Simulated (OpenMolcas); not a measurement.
## CH7BGe: a line through the functionals

The species is CH7BGe (10 atoms), meant as a singlet with charge 0. As SMILES, `C[BH][GeH3]`. Geometry: relaxed at PBE0-D4/def2-TZVP.

The HOMO–LUMO gap y, in eV, basis def2-SVP; a is the functional's share of exact exchange. Programs: OpenMolcas 26.06.

| functional | program | a | y (eV) |
| --- | --- | --- | --- |
| BLYP | OpenMolcas | 0 | 4.00 |
| revPBE | OpenMolcas | 0 | 4.01 |
| B3LYP | OpenMolcas | 0.2 | 5.73 |
| PBE0 | OpenMolcas | 0.25 | ? |
| BHLYP | OpenMolcas | 0.5 | 8.32 |

Q: Fit y = c + s·a to the known rows and predict PBE0.

A: 
1. Means of the 4 rows: a = 0.1750, y = 5.515.
2. Σ(Δa)² = 0.1675, Σ(Δa·Δy) = 1.4455, so the slope is 1.4455/0.1675 = 8.6299.
3. Intercept: 5.515 − (8.6299) × 0.1750 = 4.005. The largest residual of the fit is 0.005.
4. PBE0: 4.005 + (8.6299) × 0.25 = 6.16 eV.

The run gave 6.12 eV, so the prediction is off by +0.04 eV, more than the largest residual. Exact exchange lowers occupied levels and raises empty ones. The rows mix families of semi-local functionals, which the line can't see.

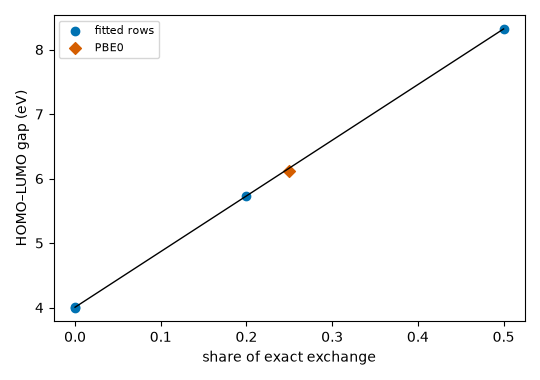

The fitted line, with the withheld row.
